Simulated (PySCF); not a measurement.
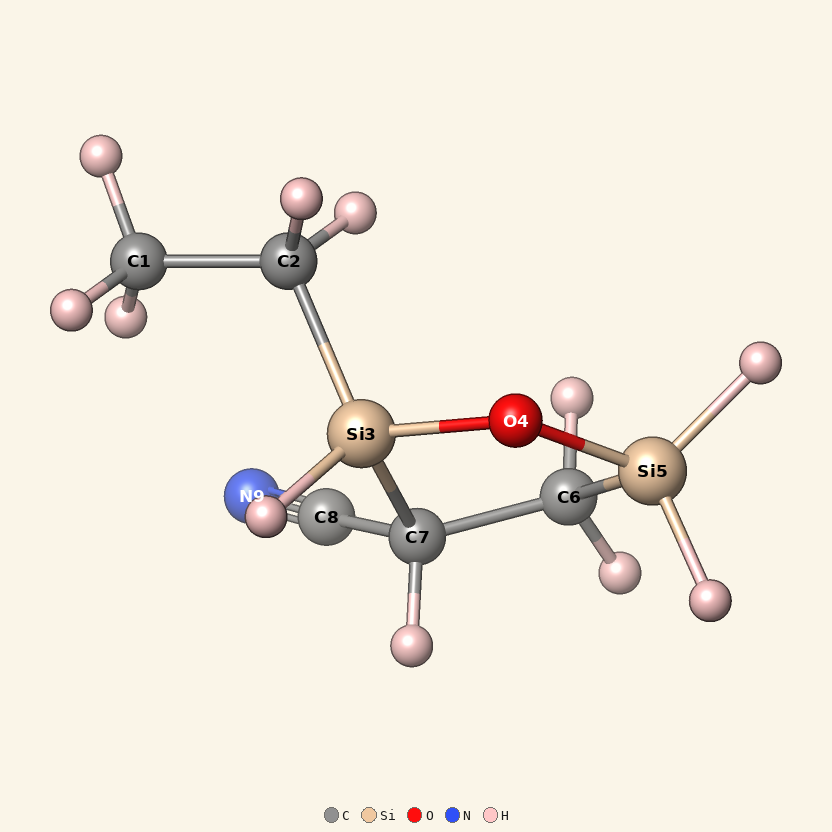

Depth is shown by fading: the farther an atom, the more it takes the colour of the background. The geometry was computed by an optimisation with PBE0-D3(BJ)/def2-SVP. No frequency run is at hand to confirm it as a minimum.

Q: What is the conformation of the ring Si3–O4–Si5–C6–C7?

A: It is a twist (half-chair). The Cremer–Pople amplitude Q is 0.39 Å.

Q: Give the torsion angles round the ring, beginning with the bond from its second to its third atom.

A: 9°, −29°, 36°, −29°, 9°.
